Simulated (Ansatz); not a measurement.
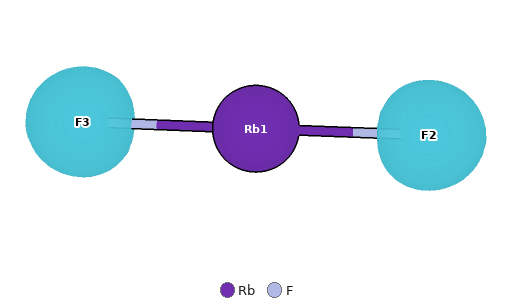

*F2Rb (charge −1). Isosurface of the ELF at 0.75 (cyan), seen from one side. Only the valence region is drawn (cores and ρ < 0.01 e/Å³ removed).*

Geometry: r2SCAN-D4/def2-TZVPD; core potentials replace the inner electrons of Rb.

Theory: RKS PBE0-D4/def2-TZVPD in Ansatz 0.2.0.

What do the ELF domains correspond to?

Answer. The surface consists of two regions wrapped around F (the valence shell of each).

Values along the shortest contacts:
Rb–F (2.56 Å): the ELF is about 0.10 at the midpoint: a closed-shell, largely ionic contact.
